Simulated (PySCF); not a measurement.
**Excited-state calculation, with input and output: C5H13NSi4**

The run: excited-state calculation of C5H13NSi4, SMILES [SiH3][SiH2][SiH2][SiH2]c1ccccn1. Method and program: TDDFT B3LYP/def2-SVPD, vertical, gas phase, core orbitals frozen in the response (PySCF 2.14.0).

The geometry comes from this level: PBE0-D3(BJ)/def2-SVP. It belongs to a series of runs on one base structure; here: H on Si replaced by 2-pyridyl.

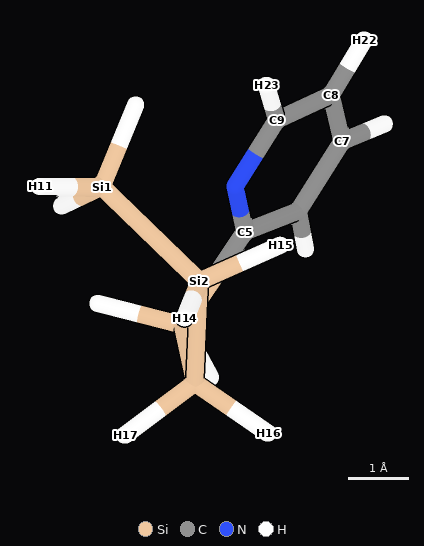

**Figure 1.** The input geometry (stick view, seen at a tilt; atoms are numbered from 1 in the order of the input). Bond lengths as drawn: C–C 1.39 to 1.40 Å, C–H 1.09 to 1.10 Å, C–N 1.33 to 1.34 Å, C–Si 1.90 Å, H–Si 1.49 to 1.50 Å and Si–Si 2.35 Å.

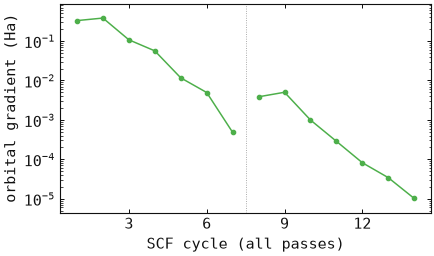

**Figure 2.** Convergence of the self-consistent field: orbital gradient against the SCF cycle. The dotted line marks the change from a coarse to the final integration grid. The first 7 cycles use a coarse grid, the final grid takes over at cycle 8, and the field converges after 14 cycles in all.

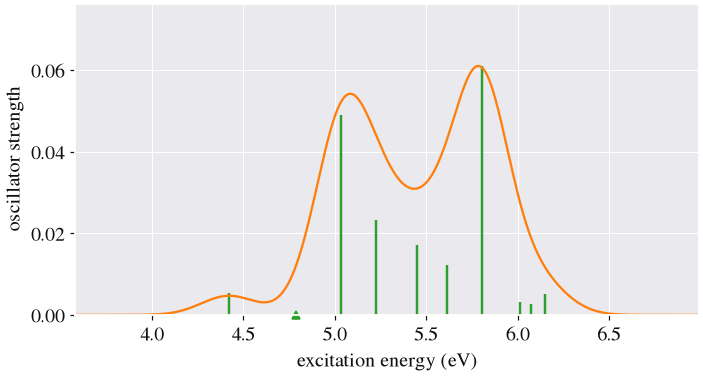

**Figure 3.** Computed excitations as sticks (degenerate states added up, dark ones marked on the axis), with a Gaussian envelope of 0.35 eV full width at half maximum, scaled to the tallest. Of the 10 states the lowest lies at 4.42 eV (f = 0.005); the strongest line is at 5.80 eV, or 214 nm (f = 0.061).

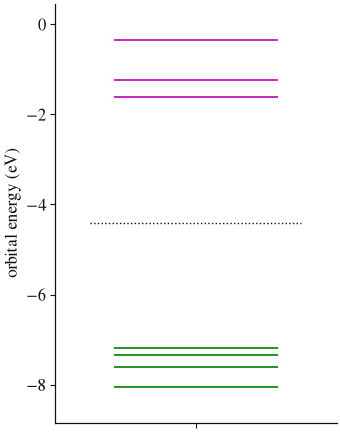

**Figure 4.** Orbital energies near the frontier; the dotted line parts filled from empty levels, and levels within 0.02 eV of each other stand side by side. Highest filled −7.18 eV, lowest empty −1.63 eV, 5.55 eV apart.

The input that produced these results follows, with the program's output.

**Input**
```
{"job": {"kind": "uv", "xc": "B3LYP", "basis": "def2-SVPD", "ip": true}, "charge": 0, "multiplicity": 1}
Si    -2.276942     1.774652    -0.174382
Si    -2.270993    -0.198946     1.093718
Si    -1.864555    -2.028561    -0.321788
Si    -0.117010    -1.460611    -1.779018
C      1.107745    -0.421282    -0.768262
C      2.492435    -0.627981    -0.763738
C      3.299578     0.183866     0.030241
C      2.701129     1.179528     0.796508
C      1.314766     1.316536     0.733897
N      0.543143     0.542135    -0.020899
H     -3.652391     2.374024    -0.186327
H     -1.354233     2.802793     0.397314
H     -1.900791     1.495051    -1.593271
H     -3.607932    -0.414598     1.743411
H     -1.253325    -0.152613     2.187923
H     -1.493296    -3.255207     0.455007
H     -3.098727    -2.338334    -1.113019
H      0.603823    -2.647128    -2.339197
H     -0.632326    -0.643817    -2.921077
H      2.929653    -1.419810    -1.376564
H      4.382842     0.039414     0.051860
H      3.291688     1.838737     1.435994
H      0.802314     2.084281     1.324934
```

The first line tells a small driver script what to run in PySCF; the rest is the geometry in Å.

Command:
```bash
OMP_NUM_THREADS=1 python <driver script> task.json out
```

**The program's output**
```
coarse grid: 21048 points
cycle   1  E = -1410.3981806998  dE =  7.391e-01  |g| = 3.295e-01  |ddm| = 1.281e+01
cycle   2  E = -1410.3916237960  dE =  6.557e-03  |g| = 3.821e-01  |ddm| = 2.989e+00
cycle   3  E = -1410.4270217800  dE = -3.540e-02  |g| = 1.073e-01  |ddm| = 1.074e+00
cycle   4  E = -1410.4288242889  dE = -1.803e-03  |g| = 5.621e-02  |ddm| = 3.590e-01
cycle   5  E = -1410.4296414360  dE = -8.171e-04  |g| = 1.163e-02  |ddm| = 1.966e-01
cycle   6  E = -1410.4296754363  dE = -3.400e-05  |g| = 4.943e-03  |ddm| = 5.091e-02
cycle   7  E = -1410.4296820407  dE = -6.604e-06  |g| = 4.826e-04  |ddm| = 1.960e-02
final grid: 184576 points
cycle   8  E = -1410.6208278150  dE = -4.057e-05  |g| = 3.845e-03  |ddm| = 2.395e-01
cycle   9  E = -1410.6208252268  dE =  2.588e-06  |g| = 5.012e-03  |ddm| = 3.392e-02
cycle  10  E = -1410.6208317744  dE = -6.548e-06  |g| = 9.923e-04  |ddm| = 1.671e-02
cycle  11  E = -1410.6208320048  dE = -2.305e-07  |g| = 2.864e-04  |ddm| = 3.657e-03
cycle  12  E = -1410.6208320249  dE = -2.001e-08  |g| = 8.182e-05  |ddm| = 9.666e-04
cycle  13  E = -1410.6208320266  dE = -1.732e-09  |g| = 3.421e-05  |ddm| = 3.272e-04
cycle  14  E = -1410.6208320269  dE = -3.074e-10  |g| = 1.016e-05  |ddm| = 1.143e-04
converged SCF energy = -1410.6208320269

Static polarisability (au): isotropic 184.858, principal 147.249 197.287 210.039

Singlet excitations
state   eV       nm        f      main configurations
  1   4.4202    280.5   0.00533   H->L 0.90
  2   4.7892    258.9   0.00065   H->L+1 0.90
  3   5.0334    246.3   0.04888   H-1->L 0.95
  4   5.2243    237.3   0.02334   H-2->L 0.79
  5   5.4476    227.6   0.01705   H-1->L+1 0.85
  6   5.6168    220.7   0.01218   H-3->L 0.58, H-2->L+1 0.22
  7   5.8036    213.6   0.06102   H-2->L+1 0.44, H-3->L 0.22, H-3->L+1 0.11
  8   6.0126    206.2   0.00304   H->L+2 0.74, H-3->L+1 0.09
  9   6.0749    204.1   0.00265   H-4->L 0.31, H-3->L+1 0.22, H-5->L 0.18
 10   6.1517    201.5   0.00503   H->L+3 0.93

Triplet excitations (Tamm-Dancoff, eV): 3.8781 4.1257 4.4125 4.6258
Vertical ionisation energy (delta-SCF) = 8.7734 eV
Vertical electron affinity (delta-SCF) = -0.0471 eV
```

**Results in brief**

- outcome: converged
- total energy: −1410.620832 hartree
- HOMO: −7.18 eV
- LUMO: −1.63 eV
- dipole moment: 3.54 D
- mean polarisability: 184.86 a.u.
- vertical ionisation energy: 8.77 eV
- vertical electron affinity: −0.05 eV
- lowest singlet excitation: 4.42 eV
- hardware: 1 CPU thread, shared host
- wall time: 16 min
- peak memory: 1.5 GiB
